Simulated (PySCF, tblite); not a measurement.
# C₄H₈N₂Si: geometry, infrared bands and NMR shifts

Aim: predict the infrared bands and NMR shifts of C₄H₈N₂Si (`C#C[C@@H]1CN[SiH2]N1`).

Programs: tblite 0.8.0 and PySCF 2.14.0, with density-fitted response routines of our own. Each step states its level of theory. These are calculated values for one molecule in the gas phase, unless marked as measured. Atoms are numbered from 0 throughout.

### Step 1. Starting geometry

15 atoms, charge 0, multiplicity 1; geometry from: force field or distance geometry start.

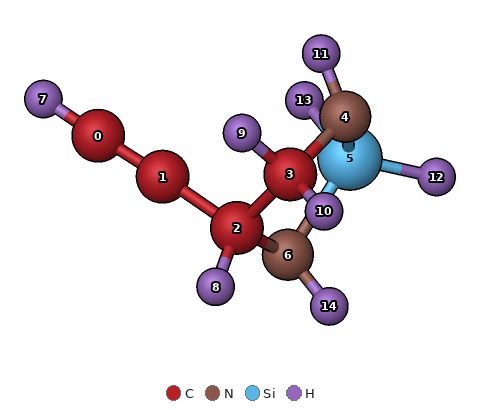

As it starts; carbon red, nitrogen brown, silicon blue, hydrogen purple, atoms numbered.

### Step 2. Relaxing the molecule with GFN2-xTB

Job settings and geometry (Å):

```
{"job": {"kind": "relax", "xc": "GFN2-xTB", "basis": "xTB"}, "charge": 0, "multiplicity": 1}
C      2.571200     0.800900     0.122300
C      1.575400     0.096800     0.267400
C      0.424900    -0.768200     0.470100
C     -0.247000    -0.966900    -0.864100
N     -1.108200     0.125200    -1.169100
Si    -1.392000     0.955000     0.384800
N     -0.498900    -0.230500     1.416900
H      3.419400     1.429000    -0.012700
H      0.751900    -1.774200     0.831000
H      0.589200    -0.920400    -1.606200
H     -0.720800    -1.957700    -1.008700
H     -0.684500     0.832900    -1.814800
H     -2.789300     1.059000     0.752000
H     -0.730000     2.261100     0.398500
H     -1.165500    -0.933800     1.810700
```

Command:

```bash
> OMP_NUM_THREADS=1 python probes_run.py task.json out
```

One launch serves the whole session: the jobs run in the order shown.

The program printed:

```text
step      E/eV     max force
  0    -548.49442    3.136
  1    -548.56306    8.274
  2    -548.77618    2.610
  3    -548.87164    1.100
  4    -548.91366    0.454
  5    -548.97119    0.891
  6    -548.99145    0.466
  7    -549.00718    0.396
  8    -549.01890    0.408
  9    -549.03088    0.421
 10    -549.04152    0.327
 11    -549.05117    0.277
 12    -549.05885    0.220
 13    -549.06445    0.214
 14    -549.06960    0.194
 15    -549.07535    0.231
 16    -549.08006    0.172
 17    -549.08303    0.148
 18    -549.08526    0.130
 19    -549.08691    0.096
 20    -549.08804    0.141
 21    -549.08887    0.071
 22    -549.08978    0.069
 23    -549.09063    0.098
 24    -549.09183    0.102
 25    -549.09270    0.075
 26    -549.09345    0.083
 27    -549.09426    0.079
 28    -549.09530    0.100
 29    -549.09635    0.093
 30    -549.09730    0.078
 31    -549.09831    0.085
 32    -549.09975    0.136
 33    -549.10186    0.194
 34    -549.10453    0.192
 35    -549.10735    0.136
 36    -549.11031    0.155
 37    -549.11423    0.173
 38    -549.11700    0.621
 39    -549.12329    0.503
 40    -549.12815    0.600
 41    -549.13453    0.926
 42    -549.14758    0.458
 43    -549.15577    1.219
 44    -549.16870    0.849
 45    -549.18697    0.484
 46    -549.17358    1.959
 47    -549.20513    0.451
 48    -549.20718    0.984
 49    -549.22105    0.488
 50    -549.22720    0.375
 51    -549.23565    0.219
 52    -549.24067    0.164
 53    -549.24279    0.215
 54    -549.24665    0.239
 55    -549.25101    0.197
 56    -549.25667    0.134
 57    -549.25827    0.228
 58    -549.26162    0.197
 59    -549.26401    0.193
 60    -549.26763    0.202
 61    -549.26947    0.141
 62    -549.27062    0.194
 63    -549.27152    0.092
 64    -549.27258    0.085
 65    -549.27353    0.126
 66    -549.27440    0.104
 67    -549.27508    0.078
 68    -549.27561    0.093
 69    -549.27608    0.074
 70    -549.27654    0.066
 71    -549.27692    0.054
 72    -549.27718    0.059
 73    -549.27737    0.058
 74    -549.27753    0.040
 75    -549.27769    0.023
 76    -549.27781    0.033
 77    -549.27789    0.042
 78    -549.27796    0.037
 79    -549.27805    0.030
 80    -549.27815    0.032
 81    -549.27828    0.040
 82    -549.27840    0.044
 83    -549.27850    0.038
 84    -549.27859    0.022
 85    -549.27867    0.030
 86    -549.27876    0.028
 87    -549.27884    0.022
 88    -549.27890    0.020
 89    -549.27896    0.021
 90    -549.27901    0.021
 91    -549.27906    0.020
 92    -549.27912    0.023
 93    -549.27916    0.016
 94    -549.27918    0.010
 95    -549.27919    0.009
```

Wall time 0.95 s (1 thread of Arm Neoverse N1, shared host).

Relaxation path: (not every step is listed)

```
step  energy from step 0 (eV)  largest force (eV/Å)
   0                   0.0000                3.1361
   1                  -0.0686                8.2744
   2                  -0.2818                2.6099
   3                  -0.3772                1.0997
   4                  -0.4192                0.4539
   5                  -0.4768                0.8906
   6                  -0.4970                0.4659
   7                  -0.5128                0.3957
   8                  -0.5245                0.4082
  16                  -0.5856                0.1720
  24                  -0.5974                0.1020
  32                  -0.6053                0.1361
  40                  -0.6337                0.5999
  48                  -0.7128                0.9842
  56                  -0.7622                0.1340
  64                  -0.7782                0.0847
  72                  -0.7828                0.0593
  80                  -0.7837                0.0316
  88                  -0.7845                0.0196
  90                  -0.7846                0.0215
  91                  -0.7846                0.0202
  92                  -0.7847                0.0225
  93                  -0.7847                0.0158
  94                  -0.7848                0.0099
  95                  -0.7848                0.0095
```

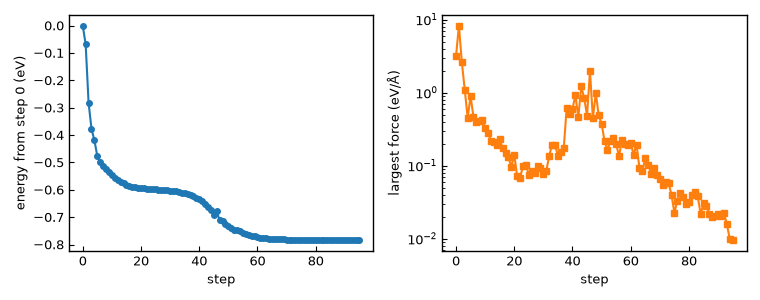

Energy and largest force along the relaxation.

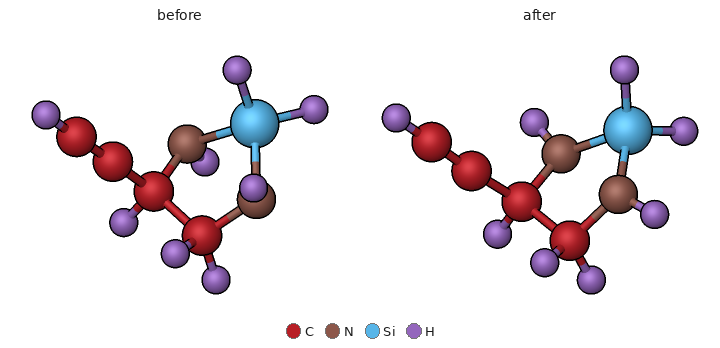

The geometry before (left) and after (right).

Distances of close pairs at the start and the end, largest changes first:

```
  bond  before (Å)  after (Å)  change (Å)
Si5–N6       1.808      1.724      -0.084
N4–Si5       1.784      1.720      -0.065
N4–H11       1.048      1.005      -0.042
N6–H14       1.046      1.007      -0.039
 C0–C1       1.228      1.197      -0.031
 C2–C3       1.507      1.537      +0.030
 C2–N6       1.428      1.452      +0.024
 C3–H9       1.119      1.096      -0.023
```

The next job starts from the end point, and lists it.

### Step 3. Vibrational analysis with GFN2-xTB

Job settings and geometry (Å):

```
{"job": {"kind": "ir", "xc": "GFN2-xTB", "basis": "xTB"}, "charge": 0, "multiplicity": 1}
C      2.692574     0.575851     0.449073
C      1.697282    -0.085321     0.376798
C      0.444298    -0.826599     0.359033
C     -0.163575    -0.847151    -1.052084
N     -0.927400     0.372183    -1.175286
Si    -1.504904     0.942196     0.340996
N     -0.561863    -0.211884     1.206793
H      3.576723     1.139581     0.492163
H      0.642313    -1.853167     0.702337
H      0.624719    -0.884773    -1.812030
H     -0.793992    -1.741573    -1.159875
H     -1.425220     0.458544    -2.044126
H     -2.901171     0.678804     0.702928
H     -1.153088     2.360595     0.437854
H     -0.251110    -0.069296     2.153515
```

The program printed:

```text
mode    cm-1     km/mol
  1      77.4      0.24
  2     121.6      0.43
  3     180.9      1.76
  4     231.2      0.82
  5     379.4      5.04
  6     389.2     56.38
  7     458.1     66.57
  8     476.3      7.44
  9     520.0     47.68
 10     554.3     33.86
 11     567.8    173.55
 12     625.8     57.56
 13     671.1     22.25
 14     678.9     80.95
 15     743.5     17.65
 16     810.7    130.37
 17     844.8    103.66
 18     862.1     86.14
 19     880.2    142.31
 20     982.2      1.31
 21    1047.0      7.47
 22    1095.4      5.72
 23    1144.7      6.33
 24    1156.3    168.61
 25    1200.6     30.10
 26    1250.5     15.81
 27    1281.8      8.94
 28    1314.1     62.55
 29    1359.3     29.70
 30    1487.0      1.94
 31    2208.2    520.81
 32    2251.3    220.26
 33    2280.8      5.79
 34    2847.6     26.86
 35    2858.2    131.19
 36    2925.6     62.97
 37    3388.0      1.40
 38    3481.8      2.20
 39    3496.1      2.90
```

Wall time 0.72 s (1 thread of Arm Neoverse N1, shared host).

The strongest bands and the atoms that carry them (share of the mass-weighted mode):

```
cm⁻¹  km/mol                                  atoms
 568   173.6  H13 31 %, H12 26 %, N6 15 %, Si5 14 %
 811   130.4                     H13 37 %, H12 37 %
 845   103.7   C2 17 %, Si5 14 %, N6 14 %, H12 11 %
 880   142.3             Si5 20 %, N6 20 %, C2 12 %
1156   168.6     C2 23 %, C3 16 %, H8 13 %, N6 12 %
2208   520.8                     H12 64 %, H13 32 %
2251   220.3                     H13 65 %, H12 33 %
2858   131.2                      H8 52 %, H10 38 %
```

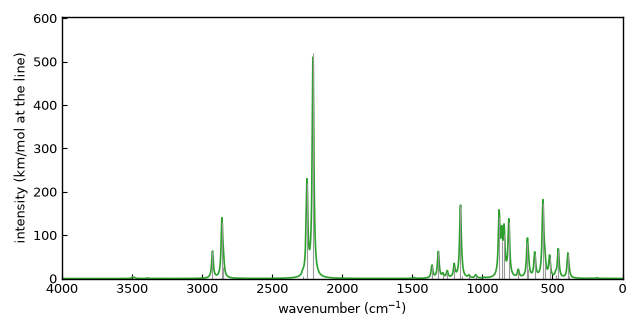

The infrared spectrum from these modes, unscaled. Lines are broadened to a width of 14 cm⁻¹ (Lorentzian).

### Step 4. Nuclear shieldings: PBE0/pcSseg-1

Settings changed since step 3:

```diff
@@ -1,2 +1,2 @@
-{"job": {"kind": "ir", "xc": "GFN2-xTB", "basis": "xTB"}, "charge": 0, "multiplicity": 1}
+{"job": {"kind": "nmr", "xc": "PBE0", "basis": "pcSseg-1"}, "charge": 0, "multiplicity": 1}
 C      2.692574     0.575851     0.449073
```

With the program's defaults for keys left out, this is: GIAO PBE0/pcSseg-1 NMR shielding, non-relativistic, gas phase.

The program printed:

```text
coarse grid: 13056 points
cycle   1  E = -555.5993493389  dE =  1.064e+00  |g| = 5.504e-01  |ddm| = 3.717e+00
cycle   2  E = -555.5713570388  dE =  2.799e-02  |g| = 6.688e-01  |ddm| = 1.239e+00
cycle   3  E = -555.6668621870  dE = -9.551e-02  |g| = 8.375e-02  |ddm| = 6.897e-01
cycle   4  E = -555.6682568186  dE = -1.395e-03  |g| = 2.405e-02  |ddm| = 1.005e-01
cycle   5  E = -555.6683874286  dE = -1.306e-04  |g| = 8.273e-03  |ddm| = 3.237e-02
cycle   6  E = -555.6683972840  dE = -9.855e-06  |g| = 5.478e-03  |ddm| = 9.979e-03
cycle   7  E = -555.6684045737  dE = -7.290e-06  |g| = 5.496e-04  |ddm| = 4.379e-03
final grid: 121720 points
cycle   8  E = -555.7062666981  dE = -3.005e-05  |g| = 7.108e-03  |ddm| = 4.348e-02
cycle   9  E = -555.7062553285  dE =  1.137e-05  |g| = 1.005e-02  |ddm| = 1.699e-02
cycle  10  E = -555.7062780870  dE = -2.276e-05  |g| = 1.901e-03  |ddm| = 9.834e-03
cycle  11  E = -555.7062789162  dE = -8.291e-07  |g| = 5.014e-04  |ddm| = 1.514e-03
cycle  12  E = -555.7062789731  dE = -5.696e-08  |g| = 1.330e-04  |ddm| = 4.631e-04
cycle  13  E = -555.7062789770  dE = -3.881e-09  |g| = 2.846e-05  |ddm| = 1.434e-04
cycle  14  E = -555.7062789772  dE = -1.692e-10  |g| = 8.897e-06  |ddm| = 4.788e-05
converged SCF energy = -555.7062789772

GIAO shielding tensors (ppm)
atom      isotropic    diamagn.    paramagn.     s11        s22        s33       span
  0 C      110.325     257.728    -147.402     40.034     52.442    238.500    198.466
  1 C       93.849     264.702    -170.852    -16.843     -1.804    300.195    317.038
  2 C      139.185     238.501     -99.315    125.616    134.682    157.258     31.642
  3 C      133.274     243.339    -110.065    117.191    132.087    150.543     33.352
  4 N      250.886     320.471     -69.585    196.444    241.671    314.543    118.098
  5 Si     375.290     879.351    -504.060    348.804    361.029    416.037     67.233
  6 N      227.287     322.610     -95.323    179.407    220.706    281.748    102.341
  7 H       29.961      34.051      -4.090     24.925     25.198     39.761     14.835
  8 H       27.449      27.547      -0.098     22.714     25.898     33.734     11.019
  9 H       28.109      28.503      -0.394     24.352     26.238     33.738      9.386
 10 H       28.092      29.320      -1.227     22.531     26.457     35.290     12.759
 11 H       31.887      30.787       1.100     22.458     28.465     44.737     22.279
 12 H       26.457      28.531      -2.073     22.843     23.540     32.989     10.146
 13 H       26.329      28.948      -2.619     22.745     23.880     32.363      9.619
 14 H       31.365      31.827      -0.462     23.308     28.591     42.195     18.888
```

It took 39 s on 1 thread of Arm Neoverse N1, shared host; peak memory 0.84 GiB.

The references, computed at this level on geometries of the same kind, shield at (ppm): 1H TMS 31.72, 13C TMS 186.9, 29Si TMS 349.2, 15N NH3 267.7. Their shielding less the atom's gives the shift. The references are single molecules in the gas phase, so shifts against H2O, NH3, PH3, H3PO4 or CFCl3 are not on the usual liquid scales and can be off by tens of ppm.

```csv
atoms,environment,σ (ppm),δ (ppm),δ scaled to CDCl3
C1,alkyne carbon,93.8,93.1,88.9
C0,terminal alkyne carbon,110.3,76.6,72.8
C3,sp3 CH2 bonded to N,133.3,53.7,50.4
C2,propargylic sp3 CH bonded to N,139.2,47.7,44.7
H13,"hydrogen on a silicon bonded to 2 N, in a 5-membered ring",26.33,5.39,–
H12,"hydrogen on a silicon bonded to 2 N, in a 5-membered ring",26.46,5.26,–
H8,hydrogen on a propargylic sp3 CH bonded to N,27.45,4.27,4.13
H10,hydrogen on an sp3 CH2 bonded to N,28.09,3.62,3.52
H9,hydrogen on an sp3 CH2 bonded to N,28.11,3.61,3.51
H7,hydrogen on a terminal alkyne carbon,29.96,1.76,1.76
H14,"hydrogen on a nitrogen bonded to C, Si, in a 5-membered ring",31.36,0.35,–
H11,"hydrogen on a nitrogen bonded to C, Si, in a 5-membered ring",31.89,-0.17,–
N6,"nitrogen bonded to C, Si, H, in a 5-membered ring",227.3,40.4,–
N4,"nitrogen bonded to C, Si, H, in a 5-membered ring",250.9,16.8,–
Si5,"silicon bonded to 2 N, 2 H, in a 5-membered ring",375.3,-26.1,–
```

The scaled column applies a straight-line fit of computed shieldings to shifts measured in CDCl3 (root-mean-square error 0.16 ppm for H, 1.9 ppm for C).

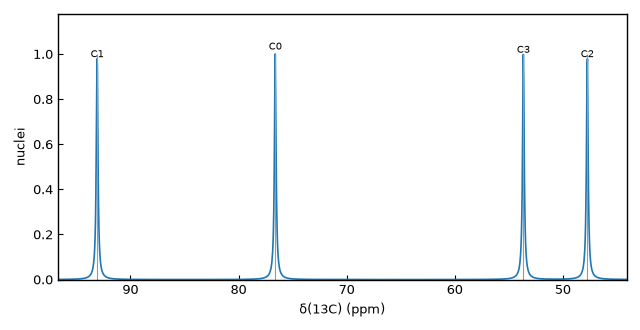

13C lines at the computed shifts, without couplings. Lines are broadened to a width of 0.18 ppm (Lorentzian).

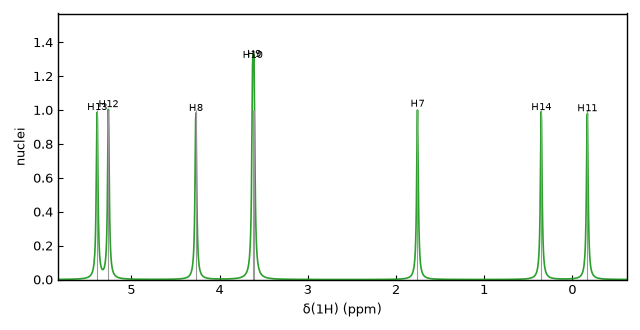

1H lines at the computed shifts, without couplings. Lines are broadened to a width of 0.02 ppm (Lorentzian).

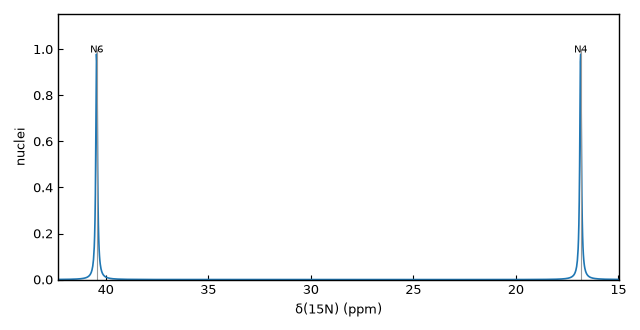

15N lines at the computed shifts, without couplings. Lines are broadened to a width of 0.09 ppm (Lorentzian).

Charges from the same density, by scheme (e):

```csv
atoms,Mulliken,IAO,Hirshfeld,ESP fit
C0,-0.38,-0.25,-0.12,-0.39
C1,0.31,-0.05,-0.04,-0.06
C2,-0.11,-0.01,0.03,0.15
C3,0.04,-0.13,-0.02,0.01
N4,-0.66,-0.69,-0.25,-0.68
Si5,0.88,1.02,0.40,0.79
N6,-0.62,-0.68,-0.25,-0.77
```

Mulliken charges:

C0 -0.38; C1 0.31; C2 -0.11; C3 0.04; N4 -0.66; Si5 0.88; N6 -0.62; H7 0.04; H8 0.15; H9 0.13; H10 0.11; H11 0.18; H12 -0.14; H13 -0.13; H14 0.19

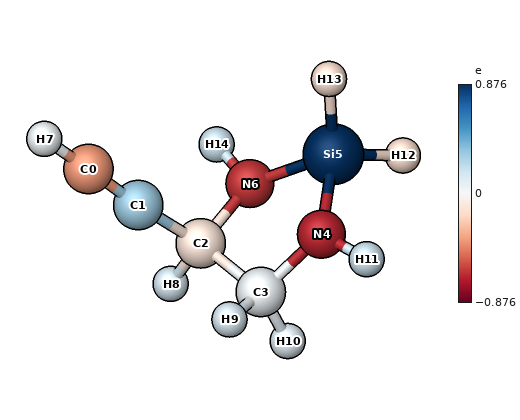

Mulliken charges, as colours on the atoms.

Mayer bond orders: C0–C1 2.56, C1–C2 0.91, C2–C3 1.02, C3–N4 0.96, N4–Si5 0.99, Si5–N6 0.97, N6–C2 0.99.

Ring of atoms C2, C3, N4, Si5, N6: NICS(0) -8.1, NICS(1) -2.9, NICS(1)zz -4.8 ppm (means of both faces).

### Step 5. Results

```
                                 quantity                                                value
strongest single infrared mode (GFN2-xTB)                                2208 cm⁻¹, 521 km/mol
             zero-point energy (GFN2-xTB)                                        70.2 kcal/mol
   13C shifts against TMS (PBE0/pcSseg-1)                           93.1, 76.6, 53.7, 47.7 ppm
    1H shifts against TMS (PBE0/pcSseg-1)  5.39, 5.26, 4.27, 3.62, 3.61, 1.76, 0.35, -0.17 ppm
   15N shifts against NH3 (PBE0/pcSseg-1)                                       40.4, 16.8 ppm
  29Si shifts against TMS (PBE0/pcSseg-1)                                            -26.1 ppm
```

What this shows: Relaxing lowered the energy by 0.785 eV in 95 steps; the close pair that moved most is Si5–N6, from 1.808 to 1.724 Å. All 39 modes are real, so the xTB geometry is a minimum. The strongest single mode, at 2208 cm⁻¹, moves mainly H12 and H13. Unscaled tight-binding wavenumbers are off by several per cent, some by more. Its intensities can rank the bands wrongly. At PBE0/pcSseg-1: The widest tensor belongs to C1: span 317 ppm, with a paramagnetic part of -171 ppm.
